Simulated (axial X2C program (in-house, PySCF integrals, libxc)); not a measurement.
# AuB: bond curves with and without spin–orbit coupling

Aim: find the lowest determinant of AuB, scan the bond at several levels and fit the constants, once spin-free and once with spin–orbit coupling.

Computed with an in-house X2C program for linear molecules on PySCF integrals. Level: all-electron X2C, Au dyall-cv3z, B dyall-v3z.

All values are calculated.

### Step 1. The job

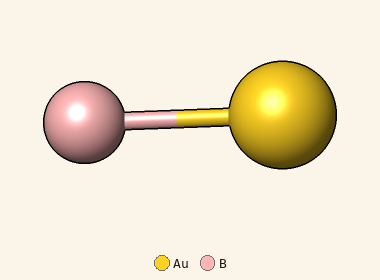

The two atoms at 2.090 Å (gold amber, boron pink).

Contents of task.json:

```json
{"zs": [79, 5], "q": 0, "bas": ["dyall-cv3z", "dyall-v3z"], "levels": ["PBE0", "HF", "r2SCAN"], "cc": true, "r0": 2.09, "thr": -2.0, "nmax": 90, "npts": 10, "nst": 2, "ntry": 6}
```

Keys: zs atomic numbers; q charge; bas basis sets; levels methods (HF also brings MP2); cc coupled cluster on or off; r0 starting distance in Å; thr threshold in hartree for freezing inner shells (an s shell follows its p shell); nmax most natural virtual spinors; npts points asked for on the curve; nst determinants followed; ntry starts of the search.

Launch:

```bash
> python so2c.py task.json out
```

Spin-free means the one-electron spin-free X2C Hamiltonian; two-component (2c) means X2C with spin–orbit coupling and atomic mean-field two-electron Coulomb and Gaunt terms. Basis: Au dyall-cv3z contracted to [13s14p9d6f4g], B dyall-v3z contracted to [7s6p2d1f]; Gaussian nuclei, density fitting. Masses: Au 196.967 u, B 11.009 u.

Notation: σ, π±, δ± give the projection m of an orbital's angular momentum (0, ±1, ±2), α and β its spin, Λ and M_S the sums; ω is the projection of a spinor's total angular momentum and Ω the sum. Logs are in hartree.

The results follow Hamiltonian by Hamiltonian and level by level.

### Step 2. State search with PBE0

PBE0 moves the distance from 2.090 Å to 1.921 Å and compares determinants there.

Spin-free determinants:

```tsv
ΔE (eV)	state	open shells
0.00	M_S = 0, Λ = 0	closed shell
1.41	M_S = 1, Λ = 1	beyond closed shells: σα, π+α
1.86	M_S = 0, Λ = 1	beyond closed shells: σα, π+β
2.54	M_S = 1, Λ = 0	beyond closed shells: 2 × σα
3.87	M_S = 1, Λ = 0	beyond closed shells: π+α, π-α
5.19	M_S = 1, Λ = 1	beyond closed shells: π-α, δ+α, δ+β, δ-α
5.24	M_S = 0, Λ = 3	beyond closed shells: π+β, δ+α, δ+β, δ-α
```

Two-component determinants:

```
ΔE (eV)  state                              open shells
   0.00  Ω = 0                             closed shell
   1.52  Ω = 2   excess of +ω over −ω: ω = 1/2, ω = 3/2
   1.68  Ω = 1        excess of +ω over −ω: 2 × ω = 1/2
   1.97  Ω = 1  excess of +ω over −ω: ω = -1/2, ω = 3/2
   4.40  Ω = 2  excess of +ω over −ω: ω = -1/2, ω = 5/2
   4.46  Ω = 3   excess of +ω over −ω: ω = 1/2, ω = 5/2
   4.73  Ω = 4   excess of +ω over −ω: ω = 3/2, ω = 5/2
```

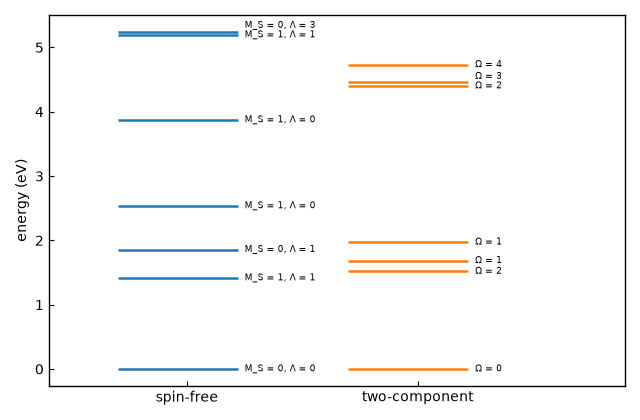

The determinants found, each set from its own lowest.

### Step 3. PBE0, spin-free

State followed: M_S = 0, Λ = 0 (closed shell). The scan is laid around 1.921 Å, a first estimate of the minimum, and this SCF restarts from the orbitals of the search.

The SCF at the reference distance of 1.921 Å:

```text
spin-free X2C-1e  PBE0
basis functions 220  fitting functions 1117  grid points 5077
iter        total energy     max residual
   1     -19039.320045726     3.78e-05
   2     -19039.320045747     1.96e-05
   3     -19039.320045752     1.80e-05
converged
one-electron -26311.34969198  Coulomb 7536.68504034  exact exchange -91.92717403  xc functional -281.53873457  nuclear repulsion 108.81051448
```

Along the bond, energies from the lowest point:

```csv
R (Å),E (eV),μ (D),HOMO (eV),LUMO (eV),iterations
1.748,0.3096,-1.23,-6.32,-2.48,43
1.806,0.1208,-1.18,-6.36,-2.50,41
1.863,0.0246,-1.11,-6.40,-2.53,39
1.921,0.0000,-1.03,-6.44,-2.56,3
1.988,0.0383,-0.90,-6.47,-2.60,43
2.055,0.1293,-0.76,-6.50,-2.64,42
2.142,0.2982,-0.54,-6.51,-2.70,45
2.248,0.5524,-0.26,-6.51,-2.77,49
```

Dipoles are positive if B is the positive end.

Outer orbitals at the reference distance:

| symmetry | occupied | ε (eV) | atomic character |
| --- | --- | --- | --- |
| σα | yes | -13.89 | 41% Au d, 34% B s, 11% Au s |
| π+α | yes | -10.51 | 90% Au d, 7% B p, 2% B d |
| π-α | yes | -10.51 | 90% Au d, 7% B p, 2% B d |
| δ+α | yes | -9.65 | 100% Au d |
| δ-α | yes | -9.65 | 100% Au d |
| σα | yes | -9.25 | 49% Au d, 24% B s, 17% Au s |
| σα | yes | -6.44 | 45% B p, 30% Au s, 10% Au p |
| π-α | no | -2.56 | 63% B p, 26% Au p, 7% Au d |
| π+α | no | -2.56 | 63% B p, 26% Au p, 7% Au d |
| σα | no | -1.65 | 41% Au p, 30% B p, 21% Au s |
| π+α | no | 0.52 | 73% Au p, 15% B p, 6% Au d |

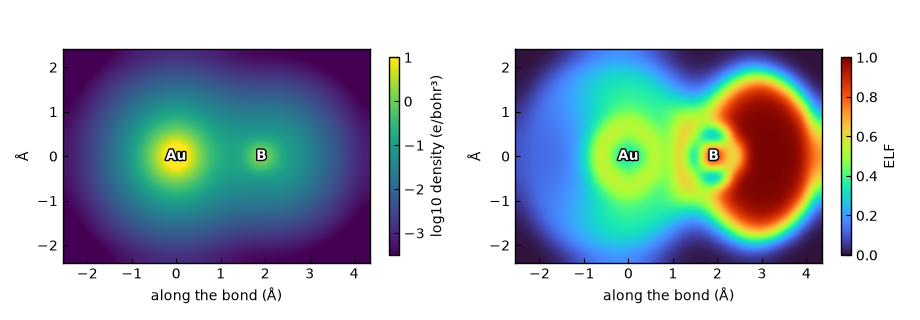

PBE0 fields in a plane through the axis, from a grid of 0.3 Å; Au lies at z = 0 and B at z = 1.921 Å; the ELF is damped to zero where the density is low.

Re = 1.916 Å, ωe = 657 cm⁻¹, ωexe = 3.88 cm⁻¹, Be = 0.4405 cm⁻¹, De = 3.54 eV, μ = -1.03 D.

### Step 4. HF, spin-free

The SCF at the reference distance of 1.921 Å:

```text
spin-free X2C-1e  HF
basis functions 220  fitting functions 1117  grid points 5077
iter        total energy     max residual
   1     -19033.562833261     1.11e+00
   2     -19033.603345301     1.69e-02
   3     -19033.605061262     1.59e-01
   4     -19033.607742798     2.57e-02
   5     -19033.607978453     2.42e-03
   6     -19033.608042855     7.10e-03
   7     -19033.608054302     1.25e-03
   8     -19033.608055472     1.17e-04
   9     -19033.608055612     1.46e-04
  10     -19033.608055627     4.00e-05
  11     -19033.608055629     5.59e-06
  12     -19033.608055630     7.15e-06
  13     -19033.608055630     1.75e-06
converged
one-electron -26314.76918135  Coulomb 7540.30044319  exact exchange -367.94983195  xc functional 0.00000000  nuclear repulsion 108.81051448
```

Re = 2.018 Å, ωe = 522 cm⁻¹, ωexe = 3.04 cm⁻¹, Be = 0.3971 cm⁻¹, De = 1.25 eV, μ = -2.14 D.

### Step 5. r2SCAN, spin-free

The SCF at the reference distance of 1.921 Å:

```text
spin-free X2C-1e  r2SCAN
basis functions 220  fitting functions 1117  grid points 5077
iter        total energy     max residual
   1     -19039.627624292     4.17e-01
   2     -19039.631779824     6.95e-03
   3     -19039.632059825     2.68e-02
   4     -19039.632102487     2.03e-02
   5     -19039.632113242     4.09e-03
   6     -19039.632114678     1.61e-03
   7     -19039.632115041     8.58e-04
   8     -19039.632115070     5.24e-05
   9     -19039.632115071     1.27e-05
converged
one-electron -26310.38752811  Coulomb 7535.71149900  exact exchange 0.00000000  xc functional -373.76660043  nuclear repulsion 108.81051448
```

Re = 1.903 Å, ωe = 687 cm⁻¹, ωexe = 3.98 cm⁻¹, Be = 0.4462 cm⁻¹, De = 3.99 eV, μ = -0.91 D.

### Step 6. MP2, spin-free

Correlated methods: 14 electrons correlated (frozen shells, counted by type: Au 5 s, 4 p, 2 d, 1 f; B 1 s), 266 virtual spinors in MP2.

Output of the correlated part at 1.921 Å:

```text
correlated 14  virtual 266  natural virtual 88  E(MP2) -0.521790184  MP2 remainder -0.037487723
iter   CCSD correlation   residual
   1     -0.432402856   2.22e-01
   2     -0.452214499   1.06e-01
   3     -0.458503800   4.31e-02
   4     -0.458448915   1.53e-02
   5     -0.458557386   5.66e-03
   6     -0.458634086   2.46e-03
   7     -0.458629806   1.04e-03
   8     -0.458628746   2.66e-04
   9     -0.458635558   9.34e-05
  10     -0.458634028   3.29e-05
  11     -0.458634449   1.08e-05
  12     -0.458634041   3.73e-06
  13     -0.458634045   1.49e-06
(T) -0.024944747  T1 0.0448  D1 0.0988  max T2 0.116
```

T1 in the output is the amplitude norm over the root of the electron number; divide by √2 for the Lee–Taylor value.

Coupled cluster ran at too few distances for a curve.

MP2: Re = 1.865 Å, ωe = 739 cm⁻¹, Be = 0.4648 cm⁻¹, De = 3.86 eV.

### Step 7. A higher determinant, spin-free

State: M_S = 1, Λ = 1 (beyond closed shells: σα, π+α).

Output at the reference distance:

```text
spin-free X2C-1e  PBE0
basis functions 220  fitting functions 1117  grid points 5077
iter        total energy     max residual
   1     -19039.268063809     6.57e-05
   2     -19039.268063826     4.87e-05
   3     -19039.268063833     6.80e-06
converged
one-electron -26312.23954222  Coulomb 7537.67658512  exact exchange -91.94876522  xc functional -281.56685600  nuclear repulsion 108.81051448
```

```
R (Å)  E above the lowest PBE0 point (eV)
1.748                               1.714
1.806                               1.529
1.863                               1.436
1.921                               1.415
1.988                               1.455
2.055                               1.546
2.142                               1.710
2.248                               1.947
```

Re = 1.913 Å, ωe = 657 cm⁻¹, ωexe = 4.77 cm⁻¹, Be = 0.4418 cm⁻¹, μ = -1.51 D. Te = 1.41 eV.

### Step 8. The spin-free curves together

Energy (eV) of the followed determinant, spin-free, from each level's lowest point:

| R (Å) | PBE0 | HF | MP2 | r2SCAN |
| --- | --- | --- | --- | --- |
| 1.748 | 0.310 | 0.582 | 0.177 | 0.280 |
| 1.806 | 0.121 | 0.324 | 0.041 | 0.099 |
| 1.863 | 0.025 | 0.154 | 0.000 | 0.013 |
| 1.921 | 0.000 | 0.052 | 0.030 | 0.000 |
| 1.988 | 0.038 | 0.000 | 0.128 | 0.054 |
| 2.055 | 0.129 | 0.002 | 0.274 | 0.162 |
| 2.142 | 0.298 | 0.063 | 0.504 | 0.353 |
| 2.248 | 0.552 | 0.196 | 0.820 | 0.636 |

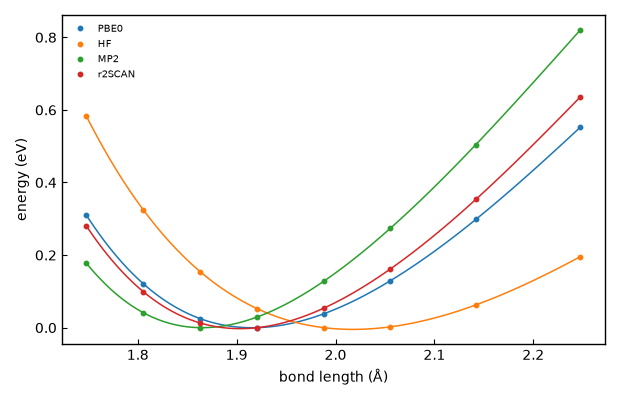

Curves of the followed state, spin-free, each from its own lowest point.

### Step 9. PBE0, 2c

State followed: Ω = 0 (closed shell). The scan is laid around 1.921 Å, a first estimate of the minimum, and this SCF restarts from the orbitals of the search.

Output at 1.921 Å:

```text
two-component X2C + atomic mean field  PBE0
basis functions 220  fitting functions 1117  grid points 5077
iter        total energy     max residual
   1     -19041.781526169     9.82e-05
   2     -19041.781526172     1.26e-05
converged
one-electron -26293.25013633  Coulomb 7533.79457695  exact exchange -91.90864490  xc functional -281.55118504  nuclear repulsion 108.81051448  atomic mean-field constant -17.67665132
```

Along the bond, energies from the lowest point:

```
R (Å)  E (eV)  μ (D)  HOMO (eV)  LUMO (eV)  iterations
1.748  0.3061  -1.19      -6.33      -2.72          46
1.806  0.1187  -1.16      -6.37      -2.73          46
1.863  0.0237  -1.10      -6.41      -2.74          45
1.921  0.0000  -1.02      -6.45      -2.74           2
1.988  0.0392  -0.90      -6.49      -2.76          48
2.055  0.1310  -0.76      -6.51      -2.77          48
2.142  0.3011  -0.56      -6.53      -2.80          54
2.248  0.5569  -0.27      -6.52      -2.85          57
```

Dipoles are positive if B is the positive end.

Outer spinors at the reference distance:

```tsv
ω	occupied	ε (eV)	atomic character	λ mixture
1/2	yes	-13.98	44% Au d, 32% B s, 10% Au s	98% σ, 2% π
1/2	yes	-10.98	83% Au d, 6% B p, 5% B s	88% π, 12% σ
3/2	yes	-10.93	96% Au d, 3% B p	53% δ, 47% π
3/2	yes	-9.70	93% Au d, 5% B p	53% π, 47% δ
1/2	yes	-9.11	54% Au d, 21% B s, 15% Au s	90% σ, 10% π
5/2	yes	-9.08	100% Au d	100% δ
1/2	yes	-6.45	45% B p, 30% Au s, 11% Au p	100% σ
1/2	no	-2.74	59% B p, 30% Au p, 6% Au d	94% π, 6% σ
3/2	no	-2.45	64% B p, 24% Au p, 8% Au d	100% π
1/2	no	-1.63	39% Au p, 32% B p, 19% Au s	93% σ, 7% π
1/2	no	0.46	70% Au p, 17% B p, 6% Au d	99% π, 1% σ
```

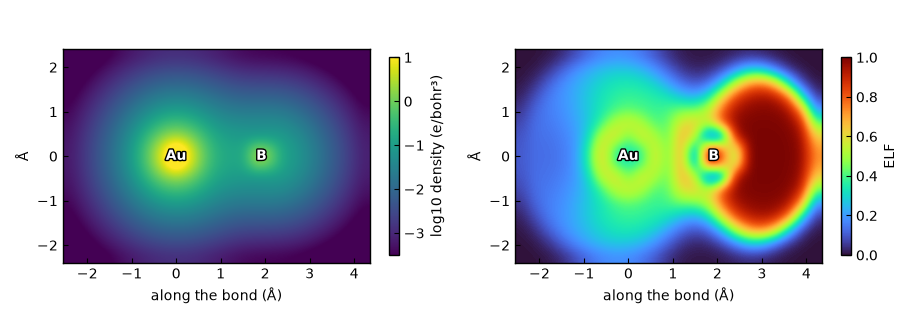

PBE0 fields in a plane through the axis, from a grid of 0.3 Å; Au lies at z = 0 and B at z = 1.921 Å; the ELF is damped to zero where the density is low.

Re = 1.915 Å, ωe = 658 cm⁻¹, ωexe = 3.84 cm⁻¹, Be = 0.4409 cm⁻¹, De = 3.58 eV, μ = -1.03 D.

### Step 10. HF, 2c

Output at 1.921 Å:

```text
two-component X2C + atomic mean field  HF
basis functions 220  fitting functions 1117  grid points 5077
iter        total energy     max residual
   1     -19035.956275833     1.11e+00
   2     -19035.997038621     1.88e-02
   3     -19035.998770363     1.58e-01
   4     -19036.001464567     2.61e-02
   5     -19036.001715658     2.67e-03
   6     -19036.001787159     7.58e-03
   7     -19036.001800328     1.38e-03
   8     -19036.001801972     1.29e-04
   9     -19036.001802448     3.80e-04
  10     -19036.001802692     2.30e-04
  11     -19036.001802922     5.53e-05
  12     -19036.001802971     7.04e-05
  13     -19036.001802980     2.15e-05
  14     -19036.001802981     1.67e-06
converged
one-electron -26296.63834828  Coulomb 7537.37724545  exact exchange -367.87456331  xc functional 0.00000000  nuclear repulsion 108.81051448  atomic mean-field constant -17.67665132
```

Re = 2.015 Å, ωe = 527 cm⁻¹, ωexe = 3.03 cm⁻¹, Be = 0.3984 cm⁻¹, De = 1.26 eV, μ = -2.14 D.

### Step 11. r2SCAN, 2c

The SCF at the reference distance of 1.921 Å:

```text
two-component X2C + atomic mean field  r2SCAN
basis functions 220  fitting functions 1117  grid points 5077
iter        total energy     max residual
   1     -19042.017093389     4.17e-01
   2     -19042.021689189     6.93e-03
   3     -19042.021954274     2.35e-02
   4     -19042.021993655     1.79e-02
   5     -19042.022003591     3.29e-03
   6     -19042.022004918     1.64e-03
   7     -19042.022005311     6.99e-04
   8     -19042.022005334     4.35e-05
   9     -19042.022005334     1.43e-05
converged
one-electron -26292.29819678  Coulomb 7532.83133866  exact exchange 0.00000000  xc functional -373.68901038  nuclear repulsion 108.81051448  atomic mean-field constant -17.67665132
```

Re = 1.903 Å, ωe = 686 cm⁻¹, ωexe = 3.96 cm⁻¹, Be = 0.4465 cm⁻¹, De = 4.04 eV, μ = -0.90 D.

### Step 12. Correlated methods, 2c

Correlated methods: 14 electrons correlated (frozen shells, counted by type: Au 5 s, 4 p, 2 d, 1 f; B 1 s), 266 virtual spinors in MP2.

Output of the correlated part at 1.921 Å:

```text
correlated 14  virtual 266  natural virtual 90  E(MP2) -0.521587876  MP2 remainder -0.035761639
iter   CCSD correlation   residual
   1     -0.433834678   2.23e-01
   2     -0.453659750   1.07e-01
   3     -0.460057948   4.38e-02
   4     -0.460025420   1.59e-02
   5     -0.460152772   6.15e-03
   6     -0.460237142   2.81e-03
   7     -0.460233521   1.32e-03
   8     -0.460234169   5.29e-04
   9     -0.460242020   3.34e-04
  10     -0.460240925   2.13e-04
  11     -0.460239460   9.28e-05
  12     -0.460239514   3.22e-05
  13     -0.460238724   1.62e-05
  14     -0.460238838   6.47e-06
  15     -0.460238863   3.02e-06
  16     -0.460238839   1.42e-06
  17     -0.460238847   6.08e-07
(T) -0.025388046  T1 0.0458  D1 0.1012  max T2 0.105
```

Coupled cluster ran at too few distances for a curve.

MP2: Re = 1.864 Å, ωe = 739 cm⁻¹, Be = 0.4655 cm⁻¹, De = 3.91 eV.

### Step 13. A higher determinant, 2c

State: Ω = 2 (excess of +ω over −ω: ω = 1/2, ω = 3/2).

Output at the reference distance:

```text
two-component X2C + atomic mean field  PBE0
basis functions 220  fitting functions 1117  grid points 5077
iter        total energy     max residual
   1     -19041.725740369     3.44e-05
   2     -19041.725740370     8.36e-06
converged
one-electron -26294.18728728  Coulomb 7534.84016205  exact exchange -91.93129128  xc functional -281.58118702  nuclear repulsion 108.81051448  atomic mean-field constant -17.67665132
```

```
R (Å)  E above the lowest PBE0 point (eV)
1.748                               1.857
1.806                               1.657
1.863                               1.551
1.921                               1.518
1.988                               1.547
2.055                               1.628
2.142                               1.782
2.248                               2.011
```

Re = 1.924 Å, ωe = 646 cm⁻¹, ωexe = 4.62 cm⁻¹, Be = 0.4366 cm⁻¹, μ = -1.55 D. Te = 1.52 eV.

### Step 14. The 2c curves together

Energy (eV) of the followed determinant, 2c, from each level's lowest point:

```
R (Å)   PBE0     HF    MP2  r2SCAN
1.748  0.306  0.575  0.173   0.277
1.806  0.119  0.319  0.039   0.097
1.863  0.024  0.150  0.000   0.012
1.921  0.000  0.050  0.031   0.000
1.988  0.039  0.000  0.131   0.054
2.055  0.131  0.005  0.278   0.162
2.142  0.301  0.068  0.510   0.354
2.248  0.557  0.205  0.828   0.637
```

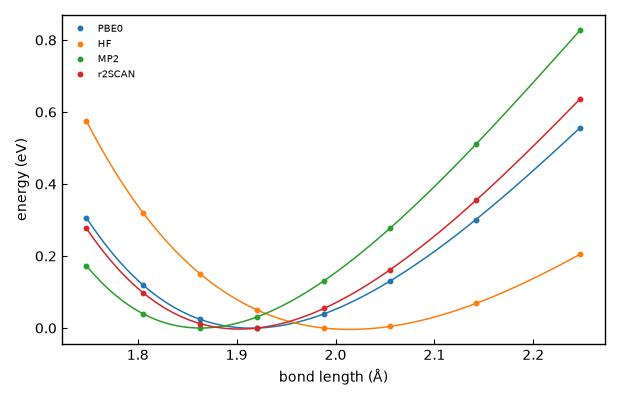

Curves of the followed state, 2c, each from its own lowest point.

Time for the job: 4.7 min (1 thread of Arm Neoverse V1, shared host); peak memory 0.87 GiB.

### Step 15. Constants

Lowest determinant that the search found at its distance, spin-free: M_S = 0, Λ = 0 (closed shell).

Lowest determinant that the search found at its distance, 2c: Ω = 0 (closed shell).

```tsv
Hamiltonian	level	Re (Å)	ωe (cm⁻¹)	De (eV)	μ (D)
spin-free	PBE0	1.916	657	3.54	-1.03
spin-free	HF	2.018	522	1.25	-2.14
spin-free	MP2	1.865	739	3.86	n/a
spin-free	r2SCAN	1.903	687	3.99	-0.91
2c	PBE0	1.915	658	3.58	-1.03
2c	HF	2.015	527	1.26	-2.14
2c	MP2	1.864	739	3.91	n/a
2c	r2SCAN	1.903	686	4.04	-0.90
```

Dipoles are positive if B is the positive end.

Time per point (s) on 1 thread of Arm Neoverse V1, shared host (2c runs); the times are rough: PBE0 2.5, HF 1.9, MP2 2.1, r2SCAN 2.4.

What this shows: At MP2, going from spin-free to two-component changes Re by -1 mÅ, ωe by +0.1 %, which is small (part of it comes from the scalar share of the two-electron terms). It costs about 2 times the time. De moves by +0.05 eV; both De rest on single-determinant atoms, which can miss part of an open shell's spin–orbit lowering.

De refers to Au + B, each in the lowest determinant found, which need not be this curve's own limit. Each curve is one determinant whose occupation by symmetry is held fixed; it was picked as the lowest of a PBE0 search that is not exhaustive. The closed shell is kept restricted; where the fragments are open shells, the energy then runs too high at long range. Dissociation energies refer to the lowest single-determinant-based atoms at the same level and basis. The meta-GGAs lack a current-density term, which matters for open shells with orbital currents, atoms included.
